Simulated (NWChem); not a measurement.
# A workflow on the pair N2O···SiH3F

We compute the energy (singlet SiN2H3OF, B97-D/def2-SVP), then the energy (singlet N2O, B97-D/def2-SVP), then the energy (singlet SiH3F, B97-D/def2-SVP), then a single-point energy (singlet N2O, B97-D/def2-SVP), then a single-point energy (singlet SiH3F, B97-D/def2-SVP) of FH3N2OSi and its partners. 

The results are computed with NWChem 7.3.0.

**1. The structure to begin with**

SiN2H3OF: 8 atoms, total charge 0, spin state singlet. The two molecules were placed rigidly side by side, at 1 times their contact distance; the pair isn't optimised.

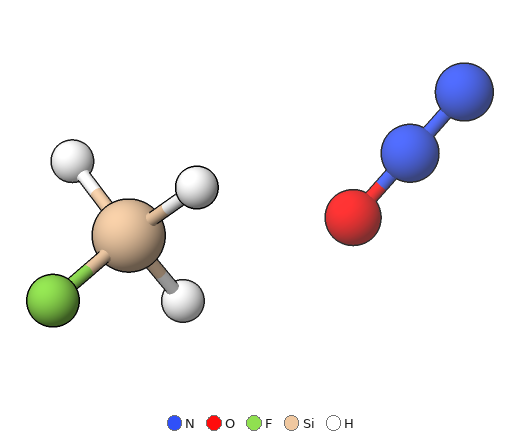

Viewed from a chosen angle; nitrogen blue, oxygen red, fluorine green, silicon light orange, hydrogen white.

**2. The energy at B97-D/def2-SVP (run 1)**

Input file fh3n2osi.nw:

```
start fh3n2osi
title "FH3N2OSi energy"
memory total 2200 mb
charge 0

geometry units angstroms noautosym nocenter noautoz
 N     -0.511700     1.001300    -0.167900
 N     -0.008400     0.016500    -0.002800
 O      0.520100    -1.017800     0.170700
 F      3.570160    -2.674480     3.897310
 Si     2.318720    -1.960300     3.201850
 H      2.602920    -0.509030     3.108850
 H      1.119640    -2.203850     4.037440
 H      2.140230    -2.543870     1.851710
end

basis spherical bse
 * library def2-SVP
end

dft
 xc becke97-d
 grid fine
 convergence energy 1e-08
 iterations 100
 mulliken
 print low
end

task dft
```

On the command line:

```console
$ nwchem fh3n2osi.nw > fh3n2osi.out
```

The log of the run:

```text
[...]
 d= 0,ls=0.0,diis     1   -575.2111602399 -7.64D+02  2.16D-02  1.56D+00     1.0
[...]
 d= 0,ls=0.0,diis    12   -575.3805410002 -5.18D-09  2.72D-07  1.57D-09     9.0
         Total DFT energy =     -575.380541000228
      One electron energy =    -1168.161335919267
           Coulomb energy =      458.818458722105
    Exchange-Corr. energy =      -54.714539700901
 Nuclear repulsion energy =      188.680987966764
    Dispersion correction =       -0.004112068929
[...]
      Total Density - Mulliken Population Analysis
     ---------------------------------------------
    Atom       Charge   Shell Charges
 -----------   ------   -------------------------------------------------------
    1 N    7     7.28   1.99  1.11  0.91  2.23  0.99  0.05
    2 N    7     6.53   1.99  1.05  0.14  2.47  0.78  0.10
    3 O    8     8.19   1.99  1.13  0.74  2.81  1.49  0.03
    4 F    9     9.32   1.99  1.13  0.79  3.37  2.03  0.01
    5 Si  14    13.38   2.00  1.98  1.03  0.18  5.93  1.23  0.74  0.28
    6 H    1     1.11   0.76  0.34  0.01
    7 H    1     1.11   0.76  0.34  0.01
    8 H    1     1.09   0.76  0.32  0.01
[...]
```

It took 9.9 s on 1 thread of AMD EPYC 9R14 (Zen 4), shared host; peak memory 0.11 GiB.

**3. N2O: the energy at B97-D/def2-SVP (run 2)**

Input file n2o.nw:

```
START n2o
TITLE "N2O"
memory total 2200 mb
charge 0
GEOMETRY units bohr noautosym nocenter noautoz
N     -0.96697286     1.89218277    -0.31728502
N     -0.01587370     0.03118048    -0.00529123
O      0.98284656    -1.92336325     0.32257625
END
BASIS spherical bse
* library def2-SVP
END
DFT
xc becke97-d
grid fine
convergence energy 1e-08
maxiter 100
mulliken
noprint "final vectors analysis"
END
TASK dft energy
```

On the command line:

```console
$ nwchem n2o.nw > n2o.out
```

The log of the run:

```text
[...]
          Wavefunction type:  closed shell.
          No. of atoms     :     3
          No. of electrons :    22
[...]
          Charge           :     0
          Spin multiplicity:     1
[...]
          AO basis - number of functions:    42
[...]
              XC Information
              --------------
                   Becke 97-D Method XC Functional
                  Becke 1997-D Exchange Functional  1.000
                Becke 1997-D Correlation Potential  1.000
[...]
 d= 0,ls=0.0,diis     1   -184.2992249035 -2.46D+02  3.56D-02  1.21D+00     0.2
[...]
 d= 0,ls=0.0,diis    10   -184.4256530139 -1.57D-09  1.30D-06  1.67D-08     1.4
         Total DFT energy =     -184.425653013878
      One electron energy =     -372.048740956018
           Coulomb energy =      148.487821757468
    Exchange-Corr. energy =      -22.212479355485
 Nuclear repulsion energy =       61.347861697463
    Dispersion correction =       -0.000116157306
[...]
      Total Density - Mulliken Population Analysis
     ---------------------------------------------
    Atom       Charge   Shell Charges
 -----------   ------   -------------------------------------------------------
    1 N    7     7.28   1.99  1.11  0.91  2.24  0.99  0.05
    2 N    7     6.53   1.99  1.05  0.14  2.46  0.79  0.10
    3 O    8     8.19   1.99  1.13  0.74  2.81  1.50  0.03
[...]
```

Run time: 2 s. Hardware: 1 thread of AMD EPYC 9R14 (Zen 4), shared host; peak memory 0.11 GiB.

**4. SiH3F: the energy at B97-D/def2-SVP (run 3)**

Input file mymol.nw:

```
start mymol
memory stack 880 mb heap 220 mb global 1100 mb
geometry units angstrom noautosym nocenter noautoz
  F        3.570160      -2.674480       3.897310
  Si       2.318720      -1.960300       3.201850
  H        2.602920      -0.509030       3.108850
  H        1.119640      -2.203850       4.037440
  H        2.140230      -2.543870       1.851710
end
basis spherical bse
  * library def2-SVP
end
dft
  xc becke97-d
  grid fine
  convergence energy 1e-08
  maxiter 100
  mulliken
  print low
end
task dft energy
```

On the command line:

```console
$ nwchem mymol.nw > mymol.out
```

The log of the run:

```text
[...]
 d= 0,ls=0.0,diis     1   -390.9102259980 -4.54D+02  2.59D-02  3.50D-01     0.4
[...]
 d= 0,ls=0.0,diis     8   -390.9534033604 -1.42D-10  7.72D-07  3.11D-09     2.5
         Total DFT energy =     -390.953403360410
      One electron energy =     -667.627868882440
           Coulomb energy =      246.137332899138
    Exchange-Corr. energy =      -32.502977319942
 Nuclear repulsion energy =       63.042717037300
    Dispersion correction =       -0.002607094465
[...]
      Total Density - Mulliken Population Analysis
     ---------------------------------------------
    Atom       Charge   Shell Charges
 -----------   ------   -------------------------------------------------------
    1 F    9     9.32   1.99  1.13  0.79  3.37  2.03  0.01
    2 Si  14    13.36   2.00  1.98  1.03  0.18  5.93  1.23  0.73  0.28
    3 H    1     1.10   0.76  0.33  0.01
    4 H    1     1.10   0.76  0.33  0.01
    5 H    1     1.10   0.76  0.33  0.01
[...]
```

It took 3.3 s on 1 thread of AMD EPYC 9R14 (Zen 4), shared host; peak memory 0.11 GiB.

**5. N2O among ghost functions: the energy at B97-D/def2-SVP (with ghost functions) (run 4)**

Input file n2o.nw:

```
start n2o
title "N2O B97-D"
memory stack 880 mb heap 220 mb global 1100 mb
charge 0

geometry units au noautosym nocenter noautoz
   N  -0.96697286  1.89218277 -0.31728502
   N  -0.01587370  0.03118048 -0.00529123
   O   0.98284656 -1.92336325  0.32257625
   bqF      6.746625    -5.054035     7.364849
   bqSi     4.381746    -3.704430     6.050620
   bqH      4.918806    -0.961927     5.874875
   bqH      2.115813    -4.164673     7.629656
   bqH      4.044449    -4.807218     3.499225
end

basis spherical bse
   N library def2-SVP
   O library def2-SVP
   bqF library F def2-SVP
   bqSi library Si def2-SVP
   bqH library H def2-SVP
end

dft
   xc becke97-d
   grid fine
   convergence energy 1e-08
   maxiter 100
   mulliken
   print low
end

task dft energy
```

On the command line:

```console
$ nwchem n2o.nw > n2o.out
```

The log of the run:

```text
[...]
 d= 0,ls=0.0,diis     1   -184.3000663022 -2.46D+02  1.68D-02  1.21D+00     0.9
[...]
 d= 0,ls=0.0,diis    10   -184.4266138727 -1.61D-09  5.73D-07  1.45D-08     6.8
         Total DFT energy =     -184.426613872711
      One electron energy =     -372.020341916618
           Coulomb energy =      148.455273703183
    Exchange-Corr. energy =      -22.209291199432
 Nuclear repulsion energy =       61.347861697463
    Dispersion correction =       -0.000116157306
[...]
      Total Density - Mulliken Population Analysis
     ---------------------------------------------
    Atom       Charge   Shell Charges
 -----------   ------   -------------------------------------------------------
    1 N    7     7.28   1.99  1.11  0.91  2.24  0.99  0.05
    2 N    7     6.53   1.99  1.05  0.14  2.47  0.78  0.10
    3 O    8     8.18   1.99  1.13  0.74  2.81  1.49  0.03
    4 X    0    -0.00  -0.00 -0.00  0.00 -0.00 -0.00 -0.00
    5 X    0     0.01   0.00  0.00 -0.00  0.01  0.00 -0.00  0.01  0.00
    6 X    0    -0.00  -0.00 -0.00 -0.00
    7 X    0    -0.00   0.00 -0.00 -0.00
    8 X    0     0.00  -0.00  0.00  0.00
[...]
```

Run time: 7.5 s. Hardware: 1 thread of AMD EPYC 9R14 (Zen 4), shared host; peak memory 0.12 GiB.

**6. SiH3F among ghost functions: a single-point energy at B97-D/def2-SVP (with ghost functions) (run 5)**

Input file fh3si.nw:

```
start fh3si
title "FH3Si"
memory 2200 mb
geometry units angstrom noautosym nocenter noautoz
  F      3.570160    -2.674480     3.897310
  Si     2.318720    -1.960300     3.201850
  H      2.602920    -0.509030     3.108850
  H      1.119640    -2.203850     4.037440
  H      2.140230    -2.543870     1.851710
  bqN     -0.511700     1.001300    -0.167900
  bqN     -0.008400     0.016500    -0.002800
  bqO      0.520100    -1.017800     0.170700
end
basis "ao basis" spherical bse
  F library def2-SVP
  Si library def2-SVP
  H library def2-SVP
  bqN library N def2-SVP
  bqO library O def2-SVP
end
dft
  xc becke97-d
  grid fine
  convergence energy 1e-08
  iterations 100
  mulliken
  print low
end
task dft energy
```

On the command line:

```console
$ nwchem fh3si.nw > fh3si.out
```

The log of the run:

```text
[...]
 d= 0,ls=0.0,diis     1   -390.9103033234 -4.54D+02  1.37D-02  3.50D-01     0.9
[...]
 d= 0,ls=0.0,diis     8   -390.9534844231 -1.44D-10  4.10D-07  3.13D-09     5.6
         Total DFT energy =     -390.953484423132
      One electron energy =     -667.626493897983
           Coulomb energy =      246.135606513762
    Exchange-Corr. energy =      -32.502706981745
 Nuclear repulsion energy =       63.042717037300
    Dispersion correction =       -0.002607094465
[...]
      Total Density - Mulliken Population Analysis
     ---------------------------------------------
    Atom       Charge   Shell Charges
 -----------   ------   -------------------------------------------------------
    1 F    9     9.32   1.99  1.13  0.79  3.37  2.03  0.01
    2 Si  14    13.36   2.00  1.98  1.03  0.18  5.93  1.23  0.73  0.28
    3 H    1     1.11   0.76  0.33  0.01
    4 H    1     1.10   0.76  0.33  0.01
    5 H    1     1.10   0.76  0.33  0.01
    6 X    0     0.00  -0.00  0.00  0.00 -0.00  0.00 -0.00
    7 X    0     0.00  -0.00  0.00  0.00  0.00  0.00  0.00
    8 X    0    -0.00   0.00  0.00 -0.00 -0.00  0.00 -0.00
[...]
```

It took 6.3 s on 1 thread of AMD EPYC 9R14 (Zen 4), shared host; peak memory 0.12 GiB.

**7. Results**

| quantity | value |
| --- | --- |
| run 1, B97-D/def2-SVP: total energy | -575.38054 Eh |
| run 1, B97-D/def2-SVP: dispersion energy | -10.80 kJ/mol |
| N2O: total energy | -184.42565 Eh |
| N2O: dipole moment | 0.15 D |
| N2O: dispersion energy | -0.30 kJ/mol |
| SiH3F: total energy | -390.95340 Eh |
| SiH3F: dispersion energy | -6.84 kJ/mol |
| N2O among ghost functions: total energy | -184.42661 Eh |
| N2O among ghost functions: dispersion energy | -0.30 kJ/mol |
| SiH3F among ghost functions: total energy | -390.95348 Eh |
| SiH3F among ghost functions: dispersion energy | -6.84 kJ/mol |
| interaction energy of the rigid parts N2O and SiH3F (parts in their own basis; closest atoms 2.79 Å apart) | -0.040 eV |
| interaction energy of the rigid parts N2O and SiH3F (parts in the whole basis, counterpoise; closest atoms 2.79 Å apart) | -0.012 eV |

The interaction energy of the rigid parts N2O and SiH3F (parts in their own basis; closest atoms 2.79 Å apart) is −0.04 eV (−3.9 kJ/mol): the parts attract. Without counterpoise this holds the superposition error of the basis. The interaction energy of the rigid parts N2O and SiH3F (parts in the whole basis, counterpoise; closest atoms 2.79 Å apart) is −0.01 eV (−0.3 kcal/mol). The basis-set superposition error is 2.7 kJ/mol. Mulliken charges (run 1, B97-D/def2-SVP) run from -0.32 on F4 to +0.62 on Si5; they depend strongly on the basis. Mulliken charges (N2O) run from -0.28 on N1 to +0.47 on N2. Mulliken charges (SiH3F) run from -0.32 on F1 to +0.64 on Si2; they depend strongly on the basis.
